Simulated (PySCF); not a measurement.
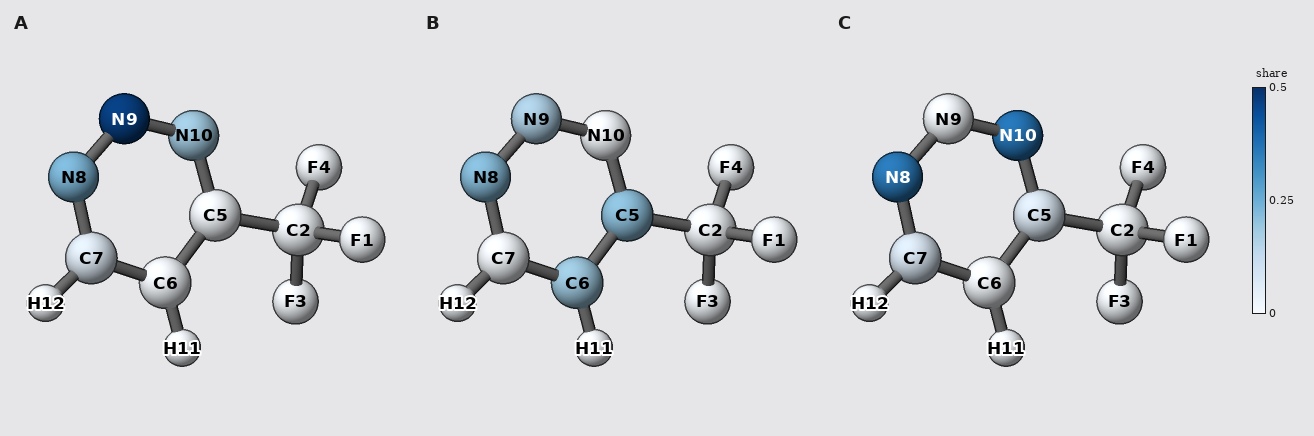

Each panel colours the atoms by their Löwdin share in one orbital (up to four of the largest shares; other atoms are shown as zero). The geometry was computed by an optimisation with GFN2-xTB. No frequency run is at hand to confirm it as a minimum. Computed with CAM-B3LYP/def2-SVPD (PySCF 2.14.0).

The panels show the HOMO−1, HOMO, LUMO, in some order. Which is which?

A: HOMO, −9.14 eV; N9 0.47, N8 0.23, N10 0.18, C7 0.05
B: LUMO, −1.53 eV; N8 0.21, C5 0.21, C6 0.18, N9 0.16
C: HOMO−1, −10.07 eV; N10 0.36, N8 0.36, C7 0.07, C5 0.06
